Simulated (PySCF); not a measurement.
**BHSCl (SMILES S[B]Cl) at UPBE/STO-6G**

What is the vertical doublet–quartet gap of BHSCl at UPBE/STO-6G? The job is set up through a Python script.

Program for the calculation: PySCF 2.14.0.

9 further runs of the same task are left out: 9 set aside as unsound or not needed.

**1. The molecule**

BHSCl: 4 atoms, total charge 0, spin state doublet. As SMILES, `S[B]Cl`. The coordinates come from a PBE0-D4/def2-TZVP relaxation.

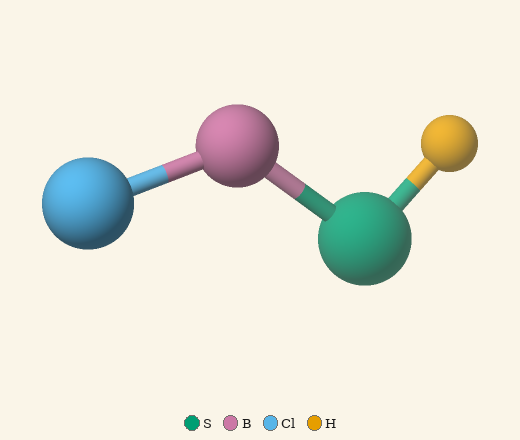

Viewed from a chosen angle; sulfur teal, boron pink, chlorine blue, hydrogen amber.

**2. A single-point energy at UPBE/STO-6G**

run.py

```python
from pyscf import gto, dft

system = gto.M(
    atom='S 0.566400 -0.789100 0.531400; B -0.299600 0.475700 -0.345800; Cl -2.014100 0.616000 -0.427300; H 1.802900 -0.362900 0.221400',
    spin=1,
    verbose=4,
    basis='sto-6g',
    max_memory=1860,
)

mf = dft.UKS(system)
mf.xc = 'pbe'
mf.grids.level = 5
mf.conv_tol = 1e-10
mf.kernel()
if not mf.converged:
    mf = mf.newton().run(mf.mo_coeff, mf.mo_occ)

energy = mf.e_tot
print('E(%s) = %.9f' % ('PBE', energy))
```

On the command line:

```bash
$ OMP_NUM_THREADS=1 python run.py
```

Standard output:

```text
PySCF version 2.14.0

[INPUT] num. atoms = 4
[INPUT] num. electrons = 39
[INPUT] charge = 0
[INPUT] spin (= nelec alpha-beta = 2S) = 1
[INPUT] symmetry False subgroup None
[INPUT] Mole.unit = angstrom
[INPUT] Symbol           X                Y                Z      unit          X                Y                Z       unit  Magmom
[INPUT]  1 S      0.566400000000  -0.789100000000   0.531400000000 AA    1.070340876954  -1.491182884894   1.004200462594 Bohr   0.0
[INPUT]  2 B     -0.299600000000   0.475700000000  -0.345800000000 AA   -0.566161946920   0.898942717456  -0.653467293875 Bohr   0.0
[INPUT]  3 Cl    -2.014100000000   0.616000000000  -0.427300000000 AA   -3.806097387486   1.164071292732  -0.807479973027 Bohr   0.0
[INPUT]  4 H      1.802900000000  -0.362900000000   0.221400000000 AA    3.406987229978  -0.685781610605   0.418385363979 Bohr   0.0

[... 85 lines left out ...]
converged SCF energy = -880.361440930132  <S^2> = 0.75572433  2S+1 = 2.0057162
E(PBE) = -880.361440930
```

It took 6 s on 1 thread of Arm Neoverse V1, shared host; peak memory 0.22 GiB.

**3. The quartet**

input.py

```python
from pyscf import gto, dft

molecule = gto.M(
    atom='S 0.566400 -0.789100 0.531400; B -0.299600 0.475700 -0.345800; Cl -2.014100 0.616000 -0.427300; H 1.802900 -0.362900 0.221400',
    verbose=4,
    max_memory=1860,
    spin=3,
    charge=0,
    basis='sto-6g',
)

myscf = dft.UKS(molecule)
myscf.xc = 'pbe'
myscf.grids.level = 5
myscf.conv_tol = 1e-10
myscf.kernel()
if not myscf.converged:
    myscf = myscf.newton().run(myscf.mo_coeff, myscf.mo_occ)

e_final = myscf.e_tot
print('E = %.10f Eh' % e_final)
```

On the command line:

```bash
$ OMP_NUM_THREADS=1 python input.py
```

Standard output:

```text
PySCF version 2.14.0

[INPUT] num. atoms = 4
[INPUT] num. electrons = 39
[INPUT] charge = 0
[INPUT] spin (= nelec alpha-beta = 2S) = 3
[INPUT] symmetry False subgroup None
[INPUT] Mole.unit = angstrom
[INPUT] Symbol           X                Y                Z      unit          X                Y                Z       unit  Magmom
[INPUT]  1 S      0.566400000000  -0.789100000000   0.531400000000 AA    1.070340876954  -1.491182884894   1.004200462594 Bohr   0.0
[INPUT]  2 B     -0.299600000000   0.475700000000  -0.345800000000 AA   -0.566161946920   0.898942717456  -0.653467293875 Bohr   0.0
[INPUT]  3 Cl    -2.014100000000   0.616000000000  -0.427300000000 AA   -3.806097387486   1.164071292732  -0.807479973027 Bohr   0.0
[INPUT]  4 H      1.802900000000  -0.362900000000   0.221400000000 AA    3.406987229978  -0.685781610605   0.418385363979 Bohr   0.0

[... 44 lines left out ...]
[... the frontier-level lines of each cycle are left out ...]
[... 6 lines left out ...]
[... 11 lines left out ...]
[... 11 lines left out ...]
[... 11 lines left out ...]
[... 5 lines left out ...]

cycle= 9 E= -880.153959690862  delta_E= -4.83e-07  |g|= 0.000135  |ddm|= 0.00257


cycle= 10 E= -880.153959722524  delta_E= -3.17e-08  |g|= 2.37e-06  |ddm|= 0.000523


cycle= 11 E= -880.153959722527  delta_E= -2.73e-12  |g|= 1.73e-06  |ddm|= 9.43e-06


Extra cycle  E= -880.153959722331  delta_E= 1.96e-10  |g|= 1.07e-05  |ddm|= 4.89e-05
converged SCF energy = -880.153959722331  <S^2> = 3.7526876  2S+1 = 4.0013436
E = -880.1539597223 Eh
```

Wall time 6.3 s (1 thread of Arm Neoverse V1, shared host); peak memory 0.22 GiB.

**4. Summary of results**

Level: UPBE/STO-6G.

| quantity | value |
| --- | --- |
| doublet: total energy | -880.36144 Eh |
| doublet: dipole moment | 2.38 D |
| doublet: HOMO energy (highest over α and β) | -1.87 eV |
| doublet: LUMO energy (lowest over α and β) | 0.89 eV |
| doublet: ⟨S²⟩ | 0.756 |
| quartet: total energy | -880.15396 Eh |
| quartet: dipole moment | 4.15 D |
| quartet: ⟨S²⟩ | 3.753 |
| vertical energy of the quartet above the doublet | 5.646 eV |

What this shows: At this shape the quartet lies 5.65 eV (130 kcal/mol) above the doublet. In a minimal basis such a difference can be off by several eV, whatever the method. Mulliken charges (quartet) run from -0.23 on B2 to +0.33 on S1; they depend strongly on the basis.
